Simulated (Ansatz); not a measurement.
**SiHF₃: one molecule under many settings**

How do the results and run time of SiHF₃ respond when the settings are drawn wide?

Computed with Ansatz 0.2.0, Gaussian basis. Level: the settings change from run to run.

### Step 1. The molecule

The structure was relaxed beforehand with PBE0-D4 in a triple-zeta def2 set.

SMILES `F[SiH](F)F`, 5 atoms, charge 0, spin multiplicity 1.

Atoms are counted from 1 here; the program's logs count them from 0.

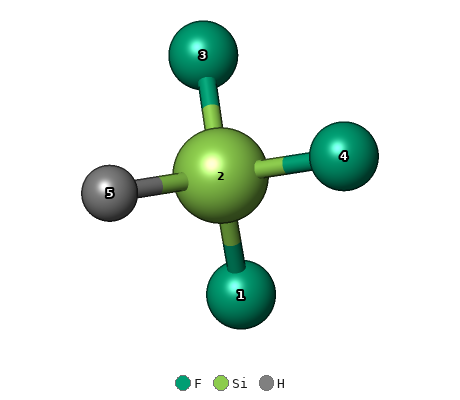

The geometry (fluorine teal, silicon green, hydrogen grey); atoms are numbered from 1 in the order of the file.

### Step 2. r2SCAN0/6-31++G**

This run has atoms shaken by 0.08 Å, D3(BJ) dispersion.

in.yaml

```yaml
crystal:
  periodic: [false, false, false]
  atoms:
    - {symbol: F, position_ang: [-0.452829, -0.052812, 1.392390]}
    - {symbol: Si, position_ang: [-0.049512, -0.077487, -0.020009]}
    - {symbol: F, position_ang: [-0.641744, 1.380799, -0.779472]}
    - {symbol: F, position_ang: [-0.408992, -1.170481, -0.808773]}
    - {symbol: H, position_ang: [1.477333, 0.113118, -0.053824]}
basis:
  gaussian: {orbitals: "6-31++G**"}
hamiltonian: {xc: {name: r2SCAN0}, dispersion: d3bj}
```

On the command line:

```bash
ansatz run in.yaml --threads 2 --pin off --events-out ev --progress --plain --max-ram 32768MiB --backend cpu
```

Output:

```text
Warning: the engine holds no damping parameters fitted to this dispersion correction and functional, so the run takes those fitted to r2scan0 beside the three-body term, which d3bj leaves out (hamiltonian.dispersion, under Limitations)
Functional definition: r2SCAN0
  name "r2SCAN0"
  cite "Bursch, Neugebauer, Ehlert & Grimme, J. Chem. Phys. 156, 134105 (2022) doi:10.1063/5.0086040"
  cite "Furness, Kaplan, Ning, Perdew & Sun, J. Phys. Chem. Lett. 11, 8208 (2020) doi:10.1021/acs.jpclett.0c02405"
  cite "Furness, Kaplan, Ning, Perdew & Sun, J. Phys. Chem. Lett. 11, 9248 (2020) doi:10.1021/acs.jpclett.0c03077"
  parent r2scan
  parameter a = 0.25
  parameter k0 = 0.174
  parameter k1 = 0.065
  parameter a1 = 4.9479
  exchange = (1 - a)*r2scan_x(k0 = k0, k1 = k1, a1 = a1) + a*exact_x
  correlation = r2scan_c
763 factors; their error is unknown
mean field evaluation 1: about -16039.1718 eV, gradient 4.9e1 eV
mean field evaluation 2: about -16036.6850 eV, gradient 6.4e1 eV
mean field evaluation 4: about -16042.4834 eV, gradient 1.8e0 eV
mean field evaluation 8: about -16042.4918 eV, gradient 6.7e-2 eV
mean field evaluation 16: about -16042.5688 eV, gradient 2.5e-5 eV
mean field -16042.56880728 eV, -589.5535296239 hartree, gradient 2.5e-5 eV, S^2 0.000000; 0 other end points of the search recorded, 0 dependent functions left out
reference -16042.56882191 eV, -589.5535301615 hartree; 21, 21 occupied and 65, 65 virtual orbitals, 763 factors
Total energy: -16042.58599914 eV, -589.5541614131 hartree
```

Wall time 2.7 s (2 threads, shared host).

### Step 3. wB97X-V/def2-TZVPP

This run has unrestricted orbitals, a grid of angular degree 23.

in.yaml

```yaml
crystal:
  periodic: [false, false, false]
  atoms:
    - {symbol: F, position_ang: [-0.447083, -0.082184, 1.491262]}
    - {symbol: Si, position_ang: [0.040671, 0.001695, -0.001766]}
    - {symbol: F, position_ang: [-0.597060, 1.281427, -0.657249]}
    - {symbol: F, position_ang: [-0.495894, -1.263340, -0.767179]}
    - {symbol: H, position_ang: [1.499366, 0.062413, -0.065058]}
basis:
  gaussian: {orbitals: def2-TZVPP, final_grid: {core_spheres: 8, valence_spheres: 7, degree: 23}}
magnetization: {spin_polarized: true, initial_magnetization: 0}
hamiltonian: {xc: {name: wB97X-V}}
```

The command is unchanged.

Output, cut to the lines that bear on the results:

```text
Functional definition: wB97X-V
  name "wB97X-V"
  cite "Mardirossian & Head-Gordon, Phys. Chem. Chem. Phys. 16, 9904 (2014) doi:10.1039/C3CP54374A"
  cite "Becke, J. Chem. Phys. 107, 8554 (1997) doi:10.1063/1.475007"
  cite "Vydrov & Van Voorhis, J. Chem. Phys. 133, 244103 (2010) doi:10.1063/1.3521275"
[...]
      + integral(e_c_pw_opposite_spin*poly(b97_u_opposite, cos0, cos1)) + vv10(b, c)
818 factors; their error is unknown
154 factors; integrals over basis functions are off by at most 9.2e-6 eV
[...]
mean field -16050.05455782 eV, -589.8286258820 hartree, gradient 5.1e-5 eV, S^2 0.000000; 0 other end points of the search recorded, 0 dependent functions left out
reference -16050.05455658 eV, -589.8286258365 hartree; 21, 21 occupied and 128, 128 virtual orbitals, 818 factors
Total energy: -16050.05455658 eV, -589.8286258365 hartree
```

It took 6 s on 2 threads, shared host; peak memory 0.41 GiB.

⟨S²⟩ 0.000.

### Step 4. wB97/ANO-RCC-VTZP

Options: charge -1, multiplicity 2, coordinates scaled by 1.05.

in.yaml

```yaml
crystal:
  periodic: [false, false, false]
  atoms:
    - {symbol: F, position_ang: [-0.469437, -0.086293, 1.565825]}
    - {symbol: Si, position_ang: [0.042704, 0.001779, -0.001854]}
    - {symbol: F, position_ang: [-0.626913, 1.345498, -0.690111]}
    - {symbol: F, position_ang: [-0.520688, -1.326507, -0.805538]}
    - {symbol: H, position_ang: [1.574334, 0.065534, -0.068311]}
basis:
  gaussian: {orbitals: ANO-RCC-VTZP}
total_charge: -1
magnetization: {spin_polarized: true, initial_magnetization: 1}
hamiltonian: {xc: {name: wB97}}
output: {forces: true}
```

Launched as before.

Output, cut to the lines that bear on the results:

```text
Functional definition: wB97
  name "wB97"
  cite "Chai & Head-Gordon, J. Chem. Phys. 128, 084106 (2008) doi:10.1063/1.2834918"
  cite "Becke, J. Chem. Phys. 107, 8554 (1997) doi:10.1063/1.475007"
[...]
  # The coefficients of nought are those of the uniform gas.
[...]
      + integral(e_c_pw_opposite_spin*poly(b97_u_opposite, 1, cos1, cos2, cos3, cos4))
1047 factors; their error is unknown
300 factors; integrals over basis functions are off by at most 5.8e-5 eV
[...]
mean field -16075.28714284 eV, -590.7559062783 hartree, gradient 1.7e-5 eV, S^2 0.750384; 6 other end points of the search recorded, 0 dependent functions left out
[...]
reference -16075.28713937 eV, -590.7559061508 hartree; 22, 21 occupied and 116, 117 virtual orbitals, 1047 factors
Total energy: -16075.28713937 eV, -590.7559061508 hartree
Relativity: scalar
Atom 0 at    -0.469437    -0.086293     1.565825 Å, force     0.144962     0.080960    -1.741364 eV/Å
Atom 1 at     0.042704     0.001779    -0.001854 Å, force     0.749121     0.031213    -0.032352 eV/Å
Atom 2 at    -0.626913     1.345498    -0.690111 Å, force     0.321784    -1.526596     0.791303 eV/Å
Atom 3 at    -0.520688    -1.326507    -0.805538 Å, force     0.202494     1.473456     0.920913 eV/Å
Atom 4 at     1.574334     0.065534    -0.068311 Å, force    -1.418360    -0.059033     0.061500 eV/Å
Dipole moment:    -2.446549    -0.101840     0.106159 e Å
```

It took 41 s on 2 threads, shared host; peak memory 0.43 GiB.

Largest force 1.749 eV/Å, ⟨S²⟩ 0.750.

### Step 5. PBEsol/cc-pVTZ

Options: high accuracy.

in.yaml

```yaml
crystal:
  periodic: [false, false, false]
  atoms:
    - {symbol: F, position_ang: [-0.447083, -0.082184, 1.491262]}
    - {symbol: Si, position_ang: [0.040671, 0.001695, -0.001766]}
    - {symbol: F, position_ang: [-0.597060, 1.281427, -0.657249]}
    - {symbol: F, position_ang: [-0.495894, -1.263340, -0.767179]}
    - {symbol: H, position_ang: [1.499366, 0.062413, -0.065058]}
basis:
  gaussian: {orbitals: cc-pVTZ}
hamiltonian: {xc: {name: PBEsol}}
accuracy: high
output: {forces: true}
```

Same command.

Output, cut to the lines that bear on the results:

```text
Functional definition: PBEsol
  name "PBEsol"
  cite "Perdew et al., Phys. Rev. Lett. 100, 136406 (2008) doi:10.1103/PhysRevLett.100.136406"
  cite "Perdew, Burke & Ernzerhof, Phys. Rev. Lett. 77, 3865 (1996) doi:10.1103/PhysRevLett.77.3865"
  parent pbesol
[...]
2300 factors; integrals over basis functions are off by at most 3.5e-9 eV
[...]
mean field -16003.19460761 eV, -588.1065544747 hartree, gradient 7.1e-8 eV, S^2 0.000000; 0 other end points of the search recorded, 0 dependent functions left out
[...]
reference -16003.19461076 eV, -588.1065545906 hartree; 21, 21 occupied and 117, 117 virtual orbitals, 2300 factors
Total energy: -16003.19461076 eV, -588.1065545906 hartree
Atom 0 at    -0.447083    -0.082184     1.491262 Å, force    -0.239508    -0.041519     0.740359 eV/Å
Atom 1 at     0.040671     0.001695    -0.001766 Å, force     0.500673     0.020849    -0.021646 eV/Å
Atom 2 at    -0.597060     1.281427    -0.657249 Å, force    -0.313912     0.634713    -0.325243 eV/Å
Atom 3 at    -0.495894    -1.263340    -0.767179 Å, force    -0.263762    -0.627226    -0.379736 eV/Å
Atom 4 at     1.499366     0.062413    -0.065058 Å, force     0.316510     0.013183    -0.013733 eV/Å
Dipole moment:     0.243256     0.010125    -0.010562 e Å
```

It took 14 s on 2 threads, shared host.

Largest force 0.779 eV/Å, dipole 1.17 D.

### Step 6. r2SCAN50/pcseg-2

Options: unrestricted orbitals, D3(BJ) with three-body dispersion.

in.yaml: that of step 5 with these lines changed.

```diff
@@ -9,5 +9,5 @@
 basis:
-  gaussian: {orbitals: cc-pVTZ}
-hamiltonian: {xc: {name: PBEsol}}
-accuracy: high
+  gaussian: {orbitals: pcseg-2}
+magnetization: {spin_polarized: true, initial_magnetization: 0}
+hamiltonian: {xc: {name: r2SCAN50}, dispersion: d3bjatm}
 output: {forces: true}
```

The command is unchanged.

Output, cut to the lines that bear on the results:

```text
Functional definition: r2SCAN50
  name "r2SCAN50"
  cite "Bursch, Neugebauer, Ehlert & Grimme, J. Chem. Phys. 156, 134105 (2022) doi:10.1063/5.0086040"
  cite "Furness, Kaplan, Ning, Perdew & Sun, J. Phys. Chem. Lett. 11, 8208 (2020) doi:10.1021/acs.jpclett.0c02405"
  cite "Furness, Kaplan, Ning, Perdew & Sun, J. Phys. Chem. Lett. 11, 9248 (2020) doi:10.1021/acs.jpclett.0c03077"
  parent r2scan
[...]
844 factors; their error is unknown
[...]
mean field -16047.70683139 eV, -589.7423485271 hartree, gradient 1.4e-5 eV, S^2 0.000000; 0 other end points of the search recorded, 0 dependent functions left out
[...]
reference -16047.70683735 eV, -589.7423487461 hartree; 21, 21 occupied and 117, 117 virtual orbitals, 844 factors
Total energy: -16047.72595461 eV, -589.7430512926 hartree
Atom 0 at    -0.447083    -0.082184     1.491262 Å, force     0.249482     0.049011    -0.905534 eV/Å
Atom 1 at     0.040671     0.001695    -0.001766 Å, force    -0.555406    -0.023157     0.025294 eV/Å
Atom 2 at    -0.597060     1.281427    -0.657249 Å, force     0.340169    -0.779248     0.399936 eV/Å
Atom 3 at    -0.495894    -1.263340    -0.767179 Å, force     0.278702     0.766411     0.466729 eV/Å
Atom 4 at     1.499366     0.062413    -0.065058 Å, force    -0.312946    -0.013016     0.013574 eV/Å
Dipole moment:     0.308621     0.012844    -0.013367 e Å
```

Wall time 9 s (2 threads, shared host).

Largest force 0.941 eV/Å, dipole 1.49 D, ⟨S²⟩ 0.000.

### Step 7. HSE06/ANO-RCC-VTZP

Options: D4 dispersion.

in.yaml: that of step 6 with these lines changed.

```diff
@@ -9,5 +9,3 @@
 basis:
-  gaussian: {orbitals: pcseg-2}
-magnetization: {spin_polarized: true, initial_magnetization: 0}
-hamiltonian: {xc: {name: r2SCAN50}, dispersion: d3bjatm}
-output: {forces: true}
+  gaussian: {orbitals: ANO-RCC-VTZP}
+hamiltonian: {xc: {name: HSE06}, dispersion: d4}
```

The command is unchanged.

Output, cut to the lines that bear on the results:

```text
Functional definition: HSE06
  name "HSE06"
  cite "Heyd, Scuseria & Ernzerhof, J. Chem. Phys. 118, 8207 (2003) doi:10.1063/1.1564060"
  cite "Krukau, Vydrov, Izmaylov & Scuseria, J. Chem. Phys. 125, 224106 (2006) doi:10.1063/1.2404663"
  cite "Heyd & Scuseria, J. Chem. Phys. 120, 7274 (2004) doi:10.1063/1.1668634"
  cite "Ernzerhof & Perdew, J. Chem. Phys. 109, 3313 (1998) doi:10.1063/1.476928"
  cite "Perdew, Burke & Ernzerhof, Phys. Rev. Lett. 77, 3865 (1996) doi:10.1103/PhysRevLett.77.3865"
  parent pbe
[...]
  # The whole range is PBE's own exchange, as in plane waves. The composition of these papers is wPBEh.
[...]
1065 factors; their error is unknown
67 factors; integrals over basis functions are off by at most 1.3e-6 eV
[...]
mean field -16066.41833808 eV, -590.4299837151 hartree, gradient 6.9e-5 eV, S^2 0.000000; 0 other end points of the search recorded, 0 dependent functions left out
reference -16066.41839551 eV, -590.4299858256 hartree; 21, 21 occupied and 117, 117 virtual orbitals, 1065 factors
Total energy: -16066.47270192 eV, -590.4319815492 hartree
Relativity: scalar
```

Wall time 7.5 s (2 threads, shared host).

### Step 8. BHLYP/x2c-TZVPPall

Options: unrestricted orbitals.

in.yaml: that of step 7 with these lines changed.

```diff
@@ -9,3 +9,5 @@
 basis:
-  gaussian: {orbitals: ANO-RCC-VTZP}
-hamiltonian: {xc: {name: HSE06}, dispersion: d4}
+  gaussian: {orbitals: x2c-TZVPPall}
+magnetization: {spin_polarized: true, initial_magnetization: 0}
+hamiltonian: {xc: {name: BHLYP}}
+output: {forces: true}
```

The command is unchanged.

Output, cut to the lines that bear on the results:

```text
Functional definition: BHLYP
  name "BHLYP"
  cite "Becke, J. Chem. Phys. 98, 1372 (1993) doi:10.1063/1.464304"
  cite "Becke, Phys. Rev. A 38, 3098 (1988) doi:10.1103/PhysRevA.38.3098"
  cite "Lee, Yang & Parr, Phys. Rev. B 37, 785 (1988) doi:10.1103/PhysRevB.37.785"
[...]
905 factors; their error is unknown
[...]
mean field -16075.04733669 eV, -590.7470935649 hartree, gradient 1.5e-5 eV, S^2 0.000000; 0 other end points of the search recorded, 0 dependent functions left out
[...]
reference -16075.04745622 eV, -590.7470979576 hartree; 21, 21 occupied and 128, 128 virtual orbitals, 905 factors
Total energy: -16075.04745622 eV, -590.7470979576 hartree
Relativity: scalar
Atom 0 at    -0.447083    -0.082184     1.491262 Å, force     0.145401     0.028203    -0.519594 eV/Å
Atom 1 at     0.040671     0.001695    -0.001766 Å, force    -0.162313    -0.006748     0.007147 eV/Å
Atom 2 at    -0.597060     1.281427    -0.657249 Å, force     0.197661    -0.447285     0.229598 eV/Å
Atom 3 at    -0.495894    -1.263340    -0.767179 Å, force     0.162364     0.440102     0.267954 eV/Å
Atom 4 at     1.499366     0.062413    -0.065058 Å, force    -0.343113    -0.014273     0.014895 eV/Å
Dipole moment:     0.295887     0.012315    -0.012847 e Å
```

It took 11 s on 2 threads, shared host.

Largest force 0.540 eV/Å, dipole 1.42 D, ⟨S²⟩ 0.000.

### Step 9. wB97X/ANO-RCC-VTZP

in.yaml: that of step 8 with these lines changed.

```diff
@@ -9,5 +9,4 @@
 basis:
-  gaussian: {orbitals: x2c-TZVPPall}
-magnetization: {spin_polarized: true, initial_magnetization: 0}
-hamiltonian: {xc: {name: BHLYP}}
+  gaussian: {orbitals: ANO-RCC-VTZP}
+hamiltonian: {xc: {name: wB97X}}
 output: {forces: true}
```

Launched as before.

Output, cut to the lines that bear on the results:

```text
Functional definition: wB97X
  name "wB97X"
  cite "Chai & Head-Gordon, J. Chem. Phys. 128, 084106 (2008) doi:10.1063/1.2834918"
  cite "Becke, J. Chem. Phys. 107, 8554 (1997) doi:10.1063/1.475007"
[...]
  # The coefficients of nought are those of the uniform gas.
[...]
      + exact_x_lr(omega)
[...]
      + integral(e_c_pw_opposite_spin*poly(b97_u_opposite, 1, cos1, cos2, cos3, cos4))
1052 factors; their error is unknown
231 factors; integrals over basis functions are off by at most 9.2e-6 eV
[...]
mean field -16076.24750819 eV, -590.7911990542 hartree, gradient 3.8e-5 eV, S^2 0.000000; 0 other end points of the search recorded, 0 dependent functions left out
[...]
reference -16076.24746157 eV, -590.7911973408 hartree; 21, 21 occupied and 117, 117 virtual orbitals, 1052 factors
Total energy: -16076.24746157 eV, -590.7911973408 hartree
Relativity: scalar
Atom 0 at    -0.447083    -0.082184     1.491262 Å, force    -0.115948    -0.018247     0.315286 eV/Å
Atom 1 at     0.040671     0.001695    -0.001766 Å, force     0.468872     0.019518    -0.020081 eV/Å
Atom 2 at    -0.597060     1.281427    -0.657249 Å, force    -0.147647     0.269221    -0.137737 eV/Å
Atom 3 at    -0.495894    -1.263340    -0.767179 Å, force    -0.126340    -0.267215    -0.160888 eV/Å
Atom 4 at     1.499366     0.062413    -0.065058 Å, force    -0.078938    -0.003276     0.003421 eV/Å
Dipole moment:     0.285589     0.011887    -0.012401 e Å
```

Run time: 13 s. Hardware: 2 threads, shared host; peak memory 0.41 GiB.

Largest force 0.470 eV/Å, dipole 1.37 D.

### Step 10. SPW92/ANO-RCC-VTZP

Options: charge +1, multiplicity 2, relativity set to none, the search for lower states set to full.

in.yaml: that of step 9 with these lines changed.

```diff
@@ -10,3 +10,5 @@
   gaussian: {orbitals: ANO-RCC-VTZP}
-hamiltonian: {xc: {name: wB97X}}
-output: {forces: true}
+total_charge: 1
+magnetization: {spin_polarized: true, initial_magnetization: 1}
+hamiltonian: {xc: {name: SPW92}, pseudopotentials: {relativity: none}}
+scf: {lower_state_search: full}
```

Same command.

Output, cut to the lines that bear on the results:

```text
Functional definition: SPW92
  name "SPW92"
  cite "Dirac, Proc. Camb. Phil. Soc. 26, 376 (1930) doi:10.1017/S0305004100016108"
  cite "Slater, Phys. Rev. 81, 385 (1951) doi:10.1103/PhysRev.81.385"
  cite "Perdew & Wang, Phys. Rev. B 45, 13244 (1992) doi:10.1103/PhysRevB.45.13244"
[...]
1047 factors; their error is unknown
[...]
mean field -15952.48893704 eV, -586.2431554510 hartree, gradient 2.1e-6 eV, S^2 0.751939; 10 other end points of the search recorded, 0 dependent functions left out
reference -15952.48898340 eV, -586.2431571545 hartree; 21, 20 occupied and 117, 118 virtual orbitals, 1047 factors
WARN: the results are in doubt because the basis set is contracted for relativity, which is off
Total energy: -15952.48898340 eV, -586.2431571545 hartree
In doubt: the basis set is contracted for relativity, which is off
```

Wall time 14 s (2 threads, shared host); peak memory 0.41 GiB.

⟨S²⟩ 0.752. The log holds a warning on this run.

### Step 11. The runs in one table

```csv
level,charge,multiplicity,geometry,functions,energy (eV),time
r2SCAN0/6-31++G**,0,1,shaken,86,-16042.586,2.7 s
wB97X-V/def2-TZVPP,0,1,relaxed,149,-16050.055,6 s
wB97/ANO-RCC-VTZP,-1,2,scaled,138,-16075.287,41 s
PBEsol/cc-pVTZ,0,1,relaxed,138,-16003.195,14 s
r2SCAN50/pcseg-2,0,1,relaxed,138,-16047.726,9 s
HSE06/ANO-RCC-VTZP,0,1,relaxed,138,-16066.473,7.5 s
BHLYP/x2c-TZVPPall,0,1,relaxed,149,-16075.047,11 s
wB97X/ANO-RCC-VTZP,0,1,relaxed,138,-16076.247,13 s
SPW92/ANO-RCC-VTZP,1,2,relaxed,138,-15952.489,14 s
```

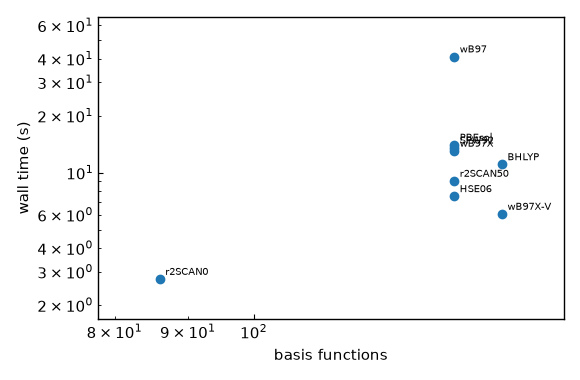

Wall time against the number of basis functions (shared host).

### Step 12. Outcome

```
                                         quantity                     value
                                             runs                         9
                                         quickest  r2SCAN0/6-31++G**, 2.7 s
                                          slowest   wB97/ANO-RCC-VTZP, 41 s
spread of total energies, same state and geometry                   73.1 eV
                  dipole, same state and geometry            1.17 to 1.49 D
```

**Reading.** Run time spans a factor of 15, from r2SCAN0/6-31++G** to wB97/ANO-RCC-VTZP. The jobs differ in tasks and options as well as level. The totals spread over 73 eV; they can't be compared across methods or bases. Some of these runs are scalar-relativistic and others not, which shifts the totals of all-electron atoms past neon by eV; core potentials, where a basis has them, take the core out of the total altogether. At the PBE0-D4/def2-TZVP geometry and in the same state, runs without warnings or point charges leave forces up to 0.94 eV/Å (r2SCAN50/pcseg-2). At that geometry and state the dipole changes by 27 % between the lowest and highest value.
